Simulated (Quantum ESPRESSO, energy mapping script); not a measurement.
## MnS: J from the energies of magnetic orders

Wanted: the magnetic order of MnS, its couplings and an estimate of its ordering temperature, by PBE+U (3 eV), QE, GBRV.

Method: PBE with U = 3 eV on Mn d, ortho-atomic projectors; plane waves, U on orthogonalised atomic orbitals unless named otherwise, collinear spin, no spin–orbit coupling, in Quantum ESPRESSO 7.5.

The experiments to compare with:

“Single-Crystal and Powder Neutron Diffraction Study of FeXMn1-XS Solid Solutions” (2011, arxiv:1108.4537) reports for MnS, rock salt, by neutron diffraction (x = 0): ordering temperature (Neel temperature) 150 K.

The database entry behind the starting cell differs from later determinations by our own check (an axis about 0.2 % short against later determinations), so it need not match the best structure at ambient conditions.

### Step 1. The structure

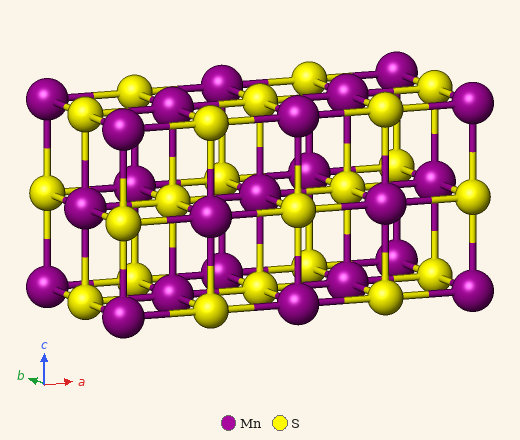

The starting structure, seen slightly off an axis (manganese purple, sulfur yellow). 2×1×1 cells are drawn. This picture shows the conventional cell, with its axes. Some periodic images of atoms are drawn too.

Coordinates:

```cif
data_structure
_symmetry_space_group_name_H-M 'Fm-3m'
_symmetry_Int_Tables_number 225
_cell_length_a 5.2090
_cell_length_b 5.2090
_cell_length_c 5.2090
_cell_angle_alpha 90.000
_cell_angle_beta 90.000
_cell_angle_gamma 90.000
_cell_volume 141.34
loop_
_atom_site_label
_atom_site_type_symbol
_atom_site_symmetry_multiplicity
_atom_site_Wyckoff_symbol
_atom_site_fract_x
_atom_site_fract_y
_atom_site_fract_z
_atom_site_occupancy
Mn1 Mn 4 a 0.00000 0.00000 0.00000 1
S1 S 4 b 0.50000 0.00000 0.00000 1
```

A Hubbard U penalises fractional filling of the shell. It raises the cost of virtual hops to the neighbours, so couplings that rest on such hops usually weaken. These runs use Quantum ESPRESSO.

### Step 2. Parallel start in cell A (4 atoms)

The parallel order is the zero of energy for this cell and mesh.

The potential files are GBRV's for PBE; pw.x takes the functional from them.

Input file pw.in:

```
&control
  calculation = 'scf'
  prefix = 'pw'
  outdir = './tmp/'
  pseudo_dir = './pseudo/'
  verbosity = 'low'
/
&system
  ibrav = 0
  nat = 4
  ntyp = 2
  ecutwfc = 45
  ecutrho = 360
  nbnd = 38
  occupations = 'smearing'
  smearing = 'fd'
  degauss = 0.00367493
  nspin = 2
  starting_magnetization(1) = 0.3000
/
&electrons
  conv_thr = 1.0e-08
  electron_maxstep = 120
  mixing_beta = 0.3
  mixing_mode = 'plain'
/
ATOMIC_SPECIES
  Mn 54.9380 Mn.upf
  S 32.0600 S.upf
CELL_PARAMETERS angstrom
  0.00000000 -2.60450000 -2.60450000
  -2.60450000 0.00000000 -2.60450000
  2.60450000 2.60450000 -5.20900000
ATOMIC_POSITIONS crystal
  Mn 0.50000000 0.50000000 0.50000000
  Mn 0.00000000 0.00000000 0.00000000
  S 0.75000000 0.75000000 0.75000000
  S 0.25000000 0.25000000 0.25000000
K_POINTS automatic
  7 7 7 0 0 0
HUBBARD {ortho-atomic}
U Mn-3d 3
```

Command:

```sh
OMP_NUM_THREADS=1 mpirun -n 8 pw.x -nk 8 -in pw.in > pw.out
```

The program printed:

```text
Program PWSCF v.7.5 starts
[...]
unit-cell volume          =     476.9026 (a.u.)^3
     number of atoms/cell      =            4
[...]
number of electrons       =        42.00
     number of Kohn-Sham states=           38
     kinetic-energy cutoff     =      45.0000  Ry
     charge density cutoff     =     360.0000  Ry
     scf convergence threshold =      1.0E-08
[...]
Exchange-correlation=  SLA  PW   PBX  PBC
[...]
Hubbard projectors: ortho-atomic
     Hubbard parameters of DFT+U (Dudarev formulation) in eV:
[...]
atomic species   magnetization
[...]
12 Sym. Ops., with inversion, found
[...]
number of k points=    44  Fermi-Dirac smearing, width (Ry)=  0.0037
[...]
Number of occupied Hubbard levels =   10.0000
     Atomic wfc used for Hubbard projectors are orthogonalized
[...]
iteration #  1     ecut=    45.00 Ry     beta= 0.30
[...]
Number of occupied Hubbard levels =    9.9972
     total energy              =    -470.47460754 Ry
     estimated scf accuracy    <       1.00364390 Ry
     total magnetization       =     9.98 Bohr mag/cell
     absolute magnetization    =     9.98 Bohr mag/cell
     iteration #  2     ecut=    45.00 Ry     beta= 0.30
[...]
total energy              =    -470.65613036 Ry
     estimated scf accuracy    <       0.03996093 Ry
     total magnetization       =    10.00 Bohr mag/cell
     absolute magnetization    =    10.00 Bohr mag/cell
     iteration #  3     ecut=    45.00 Ry     beta= 0.30
[...]
total energy              =    -470.67099820 Ry
     estimated scf accuracy    <       0.01762670 Ry
     total magnetization       =    10.00 Bohr mag/cell
     absolute magnetization    =    10.00 Bohr mag/cell
     iteration #  4     ecut=    45.00 Ry     beta= 0.30
[...]
total energy              =    -470.67239839 Ry
     estimated scf accuracy    <       0.00220436 Ry
     total magnetization       =    10.00 Bohr mag/cell
     absolute magnetization    =    10.00 Bohr mag/cell
     iteration #  5     ecut=    45.00 Ry     beta= 0.30
[...]
total energy              =    -470.67250183 Ry
     estimated scf accuracy    <       0.00033142 Ry
     total magnetization       =    10.00 Bohr mag/cell
     absolute magnetization    =    10.00 Bohr mag/cell
     iteration #  6     ecut=    45.00 Ry     beta= 0.30
[...]
total energy              =    -470.67265102 Ry
     estimated scf accuracy    <       0.00018248 Ry
     total magnetization       =    10.00 Bohr mag/cell
     absolute magnetization    =    10.00 Bohr mag/cell
     iteration #  7     ecut=    45.00 Ry     beta= 0.30
[...]
total energy              =    -470.67262838 Ry
     estimated scf accuracy    <       0.00006019 Ry
     total magnetization       =    10.00 Bohr mag/cell
     absolute magnetization    =    10.00 Bohr mag/cell
     iteration #  8     ecut=    45.00 Ry     beta= 0.30
[...]
total energy              =    -470.67264556 Ry
     estimated scf accuracy    <       0.00000170 Ry
     total magnetization       =    10.00 Bohr mag/cell
     absolute magnetization    =    10.00 Bohr mag/cell
     iteration #  9     ecut=    45.00 Ry     beta= 0.30
[...]
total energy              =    -470.67264601 Ry
     estimated scf accuracy    <       0.00000030 Ry
     total magnetization       =    10.00 Bohr mag/cell
     absolute magnetization    =    10.00 Bohr mag/cell
     iteration # 10     ecut=    45.00 Ry     beta= 0.30
[...]
total energy              =    -470.67264617 Ry
     estimated scf accuracy    <       0.00000004 Ry
     total magnetization       =    10.00 Bohr mag/cell
     absolute magnetization    =    10.00 Bohr mag/cell
     iteration # 11     ecut=    45.00 Ry     beta= 0.30
[...]
Magnetic moment per site  (integrated on atomic sphere of radius R)
     atom   1 (R=0.292)  charge= 13.1499  magn=  4.4780
     atom   2 (R=0.292)  charge= 13.1502  magn=  4.4782
     atom   3 (R=0.292)  charge=  4.7160  magn=  0.1379
     atom   4 (R=0.292)  charge=  4.7160  magn=  0.1379
     End of self-consistent calculation
     =================== HUBBARD OCCUPATIONS ===================
     ------------------------ ATOM    1 ------------------------
     Tr[ns(  1)] (up, down, total) =   4.96858  0.28966  5.25825
     Atomic magnetic moment for atom   1 =   4.67892
     SPIN  1
     eigenvalues:
       0.990  0.990  0.996  0.996  0.996
     eigenvectors (columns):
       0.131 -0.991  0.000  0.000  0.000
       0.000 -0.000  0.577 -0.221 -0.786
      -0.000 -0.000  0.577 -0.570  0.585
       0.991  0.131 -0.000 -0.000  0.000
      -0.000  0.000  0.577  0.791  0.201
     occupation matrix ns (before diag.):
       0.990 -0.000 -0.000  0.000  0.000
      -0.000  0.996 -0.000 -0.000 -0.000
      -0.000 -0.000  0.996  0.000 -0.000
[...]
------ SPIN UP ------------
          k = 0.0000 0.0000-0.0000 (  2437 PWs)   bands (ev):
   -72.1071 -72.1067 -40.8424 -40.8357 -40.8357 -40.8349 -40.8347 -40.8347
    -4.1273  -2.7253   2.9442   4.2406   4.2406   5.1222   5.1223   5.1223
     5.2374   5.2374   5.6088   5.6088   6.3236   8.6075   8.6075   8.6076
    10.2314  10.2314  12.0096  13.0992  15.6088  15.6088  18.7809  18.7809
    18.7810  18.7820  20.8656  21.8905  22.3075  22.3075
          k = 0.0505 0.0505-0.0505 (  2454 PWs)   bands (ev):
   -72.1071 -72.1067 -40.8421 -40.8357 -40.8357 -40.8352 -40.8348 -40.8348
    -4.0741  -2.8210   3.1131   4.2782   4.2782   5.0866   5.1185   5.1185
     5.1973   5.1973   5.5842   5.5842   6.3303   8.2497   8.6977   8.6977
    10.1487  10.1487  12.3907  13.2078  15.7744  15.7744  18.2820  18.6079
    18.7752  18.7752  20.8557  20.8557  21.3452  22.0990
          k = 0.1010 0.1010-0.1010 (  2451 PWs)   bands (ev):
   -72.1070 -72.1068 -40.8411 -40.8363 -40.8356 -40.8356 -40.8349 -40.8349
    -3.9192  -3.0664   3.5609   4.3876   4.3876   4.9535   4.9797   4.9797
[...]
18.5277  18.5277  20.1683  20.1683  21.5711  21.6204
          k = 0.1515 0.1515-0.1515 (  2442 PWs)   bands (ev):
[...]
17.7840  17.7840  20.2927  20.2927  20.8472  20.8472
          k =-0.1515 0.0505-0.0505 (  2434 PWs)   bands (ev):
[...]
18.6236  18.7843  19.1711  21.3408  22.1112  22.1682
          k =-0.1010 0.1010-0.1010 (  2439 PWs)   bands (ev):
[...]
18.5277  18.6852  20.1683  20.1683  21.5708  21.7641
          k =-0.0505 0.1515-0.1515 (  2447 PWs)   bands (ev):
[...]
18.1035  18.3181  19.3167  20.9433  21.1837  22.0949
          k =-0.0000 0.2020-0.2020 (  2444 PWs)   bands (ev):
[...]
17.6426  17.7177  19.2708  20.4542  21.6446  22.4649
          k =-0.3030-0.1010 0.1010 (  2457 PWs)   bands (ev):
[...]
16.9850  18.2846  19.6643  19.6873  22.0261  22.4572
          k =-0.2525-0.0505 0.0505 (  2437 PWs)   bands (ev):
[...]
17.5106  18.6480  19.0256  20.3591  21.9610  22.9372
          k =-0.2020-0.0000 0.0000 (  2443 PWs)   bands (ev):
[...]
k =-0.3030 0.1010-0.1010 (  2441 PWs)   bands (ev):
[...]
k =-0.2525 0.1515-0.1515 (  2427 PWs)   bands (ev):
[...]
k =-0.2020 0.2020-0.2020 (  2427 PWs)   bands (ev):
[...]
k =-0.1515 0.2525-0.2525 (  2442 PWs)   bands (ev):
[...]
k =-0.4546-0.0505 0.0505 (  2441 PWs)   bands (ev):
[...]
k =-0.4041 0.0000-0.0000 (  2428 PWs)   bands (ev):
[...]
k =-0.3536 0.0505-0.0505 (  2438 PWs)   bands (ev):
[... cut ...]
[...]
k =-0.4546-0.0505 0.0505 (  2441 PWs)   bands (ev):
[...]
k =-0.6061-0.0000 0.0000 (  2416 PWs)   bands (ev):
[...]
k =-0.2525-0.0505-0.1515 (  2442 PWs)   bands (ev):
[...]
k =-0.2020-0.0000-0.2020 (  2427 PWs)   bands (ev):
[...]
k =-0.1010 0.1010-0.3030 (  2453 PWs)   bands (ev):
[...]
k =-0.4041-0.2020 0.0000 (  2443 PWs)   bands (ev):
[...]
k =-0.4041 0.0000-0.2020 (  2425 PWs)   bands (ev):
[...]
k =-0.3536 0.0505-0.2525 (  2429 PWs)   bands (ev):
[...]
k =-0.3030 0.1010-0.3030 (  2421 PWs)   bands (ev):
[...]
k =-0.2525 0.1515-0.3536 (  2420 PWs)   bands (ev):
[...]
k =-0.5556-0.1515-0.0505 (  2435 PWs)   bands (ev):
[...]
k =-0.5051-0.1010-0.1010 (  2440 PWs)   bands (ev):
[...]
k =-0.4546-0.0505-0.1515 (  2443 PWs)   bands (ev):
[...]
k = 0.5051-0.3030 0.1010 (  2430 PWs)   bands (ev):
[...]
k = 0.6061-0.2020 0.0000 (  2413 PWs)   bands (ev):
[...]
k = 0.6566-0.1515-0.0505 (  2420 PWs)   bands (ev):
[...]
k = 0.3536-0.4546 0.2525 (  2410 PWs)   bands (ev):
[...]
20.2872  21.9219  22.8174  23.0936  23.3519  23.7365
          k = 0.5556-0.4546 0.0505 (  2425 PWs)   bands (ev):
[...]
19.3421  19.5709  22.1397  22.5791  23.3385  24.2559
          k = 0.6061-0.4041 0.0000 (  2422 PWs)   bands (ev):
[...]
18.9644  18.9712  21.6544  23.1524  23.7981  23.8405
          k = 0.6566-0.3536-0.0505 (  2426 PWs)   bands (ev):
[...]
13.2380  14.0295  15.3161  16.2880  17.4720  18.0235  18.0266  18.2723
    18.3540  18.7538  21.4479  23.4027  23.6392  24.6533
          k = 0.4546-0.5556 0.1515 (  2415 PWs)   bands (ev):
   -66.9694 -66.9694 -35.8179 -35.8177 -35.8146 -35.8138 -35.8120 -35.8120
    -2.3532  -2.3068   4.8694   4.9900   6.0246   6.2984   7.1923   7.2544
    11.9747  12.1016  12.8486  12.8936  12.9581  13.0295  13.2149  13.2254
    13.2735  13.3670  14.8766  15.2169  17.0412  17.4610  18.6689  18.9755
    19.3877  19.5134  22.5991  22.9309  23.0141  24.0643
     the Fermi energy is    10.5120 ev
!    total energy              =    -470.67264621 Ry
     estimated scf accuracy    <          1.8E-09 Ry
     smearing contrib. (-TS)   =      -0.00000796 Ry
     internal energy E=F+TS    =    -470.67263825 Ry
     The total energy is F=E-TS. E is the sum of the following terms:
     one-electron contribution =    -265.07094168 Ry
     hartree contribution      =     147.85354874 Ry
     xc contribution           =     -70.53377942 Ry
     ewald contribution        =    -282.98656422 Ry
     Hubbard energy            =       0.06509832 Ry
     total magnetization       =    10.00 Bohr mag/cell
     absolute magnetization    =    10.00 Bohr mag/cell
     convergence has been achieved in  11 iterations
=------------------------------------------------------------------------------=
   JOB DONE.
=------------------------------------------------------------------------------=
```

The job ended after 49 s (8 MPI ranks of Arm Neoverse N1, shared host; peak memory 1.1 GiB).

Spin moment in the sphere by atom:

```
atom  spin moment in the sphere (μB)
 Mn1                            4.48
 Mn2                            4.48
  S3                            0.14
  S4                            0.14
```

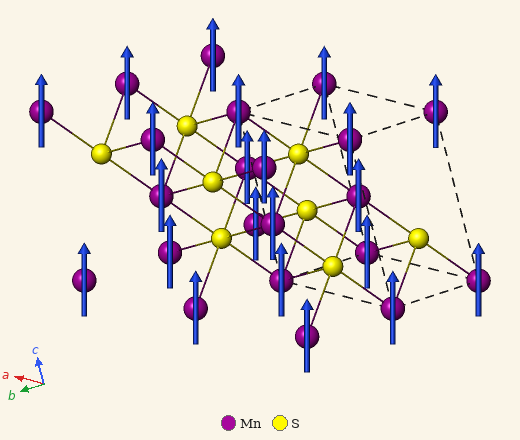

Spin moment in the sphere as arrows, the longest 4.48 μB. Up and down stand for the sign. Arrows give size and sign along the axis of quantisation, drawn up and down the page. Bonds to atoms that aren't drawn are left out. 2×2×1 cells are drawn. Some periodic images of atoms are drawn too.

The run ends ferromagnetic.

### Step 3. Compensated +− start in cell A (4 atoms)

This order reverses 6 of the 12 neighbours at 3.68 Å, 6 of the 6 neighbours at 5.21 Å and 12 of the 24 neighbours at 6.38 Å, counted for an average magnetic atom.

pw.in: that of step 2 with these lines changed.

```diff
@@ -10,6 +10,6 @@
   nat = 4
-  ntyp = 2
+  ntyp = 3
   ecutwfc = 45
   ecutrho = 360
-  nbnd = 38
+  nbnd = 33
   occupations = 'smearing'
@@ -19,2 +19,3 @@
   starting_magnetization(1) = 0.3000
+  starting_magnetization(2) = -0.3000
 /
@@ -27,3 +28,4 @@
 ATOMIC_SPECIES
-  Mn 54.9380 Mn.upf
+  Mn1 54.9380 Mn.upf
+  Mn2 54.9380 Mn.upf
   S 32.0600 S.upf
@@ -34,4 +36,4 @@
 ATOMIC_POSITIONS crystal
-  Mn 0.50000000 0.50000000 0.50000000
-  Mn 0.00000000 0.00000000 0.00000000
+  Mn1 0.50000000 0.50000000 0.50000000
+  Mn2 0.00000000 0.00000000 0.00000000
   S 0.75000000 0.75000000 0.75000000
@@ -41,2 +43,3 @@
 HUBBARD {ortho-atomic}
-U Mn-3d 3
+U Mn1-3d 3
+U Mn2-3d 3
```

The program printed:

```text
[banner, memory and clock lines left out]
Program PWSCF v.7.5 starts
[...]
unit-cell volume          =     476.9026 (a.u.)^3
     number of atoms/cell      =            4
[...]
number of electrons       =        42.00
     number of Kohn-Sham states=           33
     kinetic-energy cutoff     =      45.0000  Ry
     charge density cutoff     =     360.0000  Ry
     scf convergence threshold =      1.0E-08
[...]
Exchange-correlation=  SLA  PW   PBX  PBC
[...]
Hubbard projectors: ortho-atomic
     Hubbard parameters of DFT+U (Dudarev formulation) in eV:
[...]
atomic species   magnetization
[...]
12 Sym. Ops., with inversion, found
[...]
number of k points=    44  Fermi-Dirac smearing, width (Ry)=  0.0037
[...]
Number of occupied Hubbard levels =   10.0000
     Atomic wfc used for Hubbard projectors are orthogonalized
[...]
iteration #  1     ecut=    45.00 Ry     beta= 0.30
[...]
Number of occupied Hubbard levels =   10.0312
     total energy              =    -470.47459070 Ry
     estimated scf accuracy    <       1.02099411 Ry
     total magnetization       =     0.00 Bohr mag/cell
     absolute magnetization    =     9.29 Bohr mag/cell
     iteration #  2     ecut=    45.00 Ry     beta= 0.30
[...]
total energy              =    -470.66537635 Ry
     estimated scf accuracy    <       0.03803361 Ry
     total magnetization       =    -0.00 Bohr mag/cell
     absolute magnetization    =     9.37 Bohr mag/cell
     iteration #  3     ecut=    45.00 Ry     beta= 0.30
[...]
total energy              =    -470.68156688 Ry
     estimated scf accuracy    <       0.01859463 Ry
     total magnetization       =     0.00 Bohr mag/cell
     absolute magnetization    =     9.35 Bohr mag/cell
[...]
total energy              =    -470.68414103 Ry
[...]
iteration # 10     ecut=    45.00 Ry     beta= 0.30
[...]
total energy              =    -470.68413980 Ry
     estimated scf accuracy    <       0.00000388 Ry
     total magnetization       =    -0.00 Bohr mag/cell
     absolute magnetization    =     9.37 Bohr mag/cell
     iteration # 11     ecut=    45.00 Ry     beta= 0.30
[...]
Magnetic moment per site  (integrated on atomic sphere of radius R)
     atom   1 (R=0.292)  charge= 13.1610  magn=  4.3791
     atom   2 (R=0.292)  charge= 13.1614  magn= -4.3792
     atom   3 (R=0.292)  charge=  4.7077  magn= -0.0000
[...]
k = 0.0505 0.0505-0.0505 (  2454 PWs)   bands (ev):
[...]
19.3805
          k = 0.1010 0.1010-0.1010 (  2451 PWs)   bands (ev):
[...]
19.1268
          k = 0.1515 0.1515-0.1515 (  2442 PWs)   bands (ev):
[...]
k =-0.1515 0.0505-0.0505 (  2434 PWs)   bands (ev):
[...]
k =-0.1010 0.1010-0.1010 (  2439 PWs)   bands (ev):
[...]
k =-0.0505 0.1515-0.1515 (  2447 PWs)   bands (ev):
[...]
k =-0.3030-0.1010 0.1010 (  2457 PWs)   bands (ev):
[...]
k =-0.2525-0.0505 0.0505 (  2437 PWs)   bands (ev):
[...]
k =-0.2020-0.0000 0.0000 (  2443 PWs)   bands (ev):
[...]
[... cut ...]
[...]
k =-0.6061-0.0000 0.0000 (  2416 PWs)   bands (ev):
[...]
k =-0.2525-0.0505-0.1515 (  2442 PWs)   bands (ev):
[...]
k =-0.2020-0.0000-0.2020 (  2427 PWs)   bands (ev):
[...]
k =-0.4041-0.2020 0.0000 (  2443 PWs)   bands (ev):
[...]
k =-0.3030 0.1010-0.3030 (  2421 PWs)   bands (ev):
[...]
k =-0.2525 0.1515-0.3536 (  2420 PWs)   bands (ev):
[...]
k =-0.5556-0.1515-0.0505 (  2435 PWs)   bands (ev):
[...]
k =-0.5051-0.1010-0.1010 (  2440 PWs)   bands (ev):
[...]
k =-0.4546-0.0505-0.1515 (  2443 PWs)   bands (ev):
[...]
k = 0.5051-0.3030 0.1010 (  2430 PWs)   bands (ev):
[...]
k = 0.6061-0.2020 0.0000 (  2413 PWs)   bands (ev):
[...]
k = 0.6566-0.1515-0.0505 (  2420 PWs)   bands (ev):
[...]
k = 0.3536-0.4546 0.2525 (  2410 PWs)   bands (ev):
[...]
k = 0.5556-0.4546 0.0505 (  2425 PWs)   bands (ev):
[...]
k = 0.6061-0.4041 0.0000 (  2422 PWs)   bands (ev):
[...]
k = 0.6566-0.3536-0.0505 (  2426 PWs)   bands (ev):
[...]
17.9253
          k = 0.4546-0.5556 0.1515 (  2415 PWs)   bands (ev):
[...]
6.0018   6.6034   6.8518   8.2945   8.5356  12.2258  12.5151  12.8841
    12.9285  13.1896  14.1918  14.5404  16.5197  17.0016  18.1830  18.6101
    18.7934
     the Fermi energy is    10.7332 ev
!    total energy              =    -470.68414067 Ry
     estimated scf accuracy    <          6.8E-09 Ry
     smearing contrib. (-TS)   =      -0.00000000 Ry
     internal energy E=F+TS    =    -470.68414067 Ry
     The total energy is F=E-TS. E is the sum of the following terms:
     one-electron contribution =    -265.25819428 Ry
     hartree contribution      =     147.99156165 Ry
     xc contribution           =     -70.50666919 Ry
     ewald contribution        =    -282.98656422 Ry
     Hubbard energy            =       0.07572537 Ry
     total magnetization       =     0.00 Bohr mag/cell
     absolute magnetization    =     9.37 Bohr mag/cell
     convergence has been achieved in  11 iterations
```

Wall time 44 s (8 MPI ranks); peak memory 1.1 GiB; 5.8 min of CPU time.

Spin moment in the sphere by atom:

| atom | spin moment in the sphere (μB) |
| --- | --- |
| Mn1 | 4.38 |
| Mn2 | -4.38 |
| S3 | 0.00 |
| S4 | 0.00 |

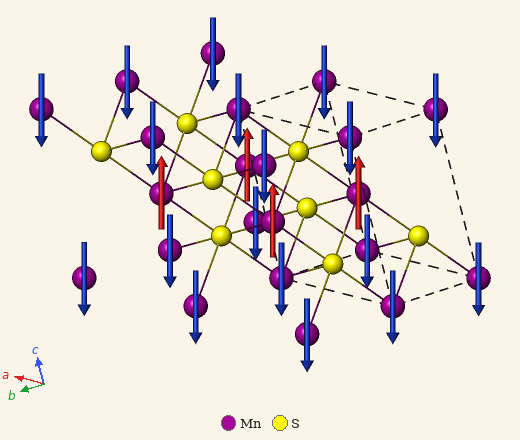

Spin moment in the sphere as arrows, the longest 4.38 μB. Up and down stand for the sign. Arrows give size and sign along the axis of quantisation, drawn up and down the page. The two directions have two colours. Bonds to atoms that aren't drawn are left out. 2×2×1 cells are drawn. Some periodic images of atoms are drawn too.

The run ends antiferromagnetic, 78.22 meV a magnetic atom below the parallel order of its cell.

(Part 1 of 3 ends here.)

[Logs and program files are shortened in this print: banners, set-up blocks, solver, clock and traceback lines can be left out without a mark of their own.]

[Logs are printed without paths, hosts, clocks, repeated set-up lines and the standing remarks that a program may print on its own settings, such as how far it seeks lower states.]

[Hosts, paths, dates, database ids (printed as entryN), source tags and the programs' standing remarks are cut or masked in the printed files.]

[Where a cell is said to come from a database of computed structures, the database is the Materials Project.]
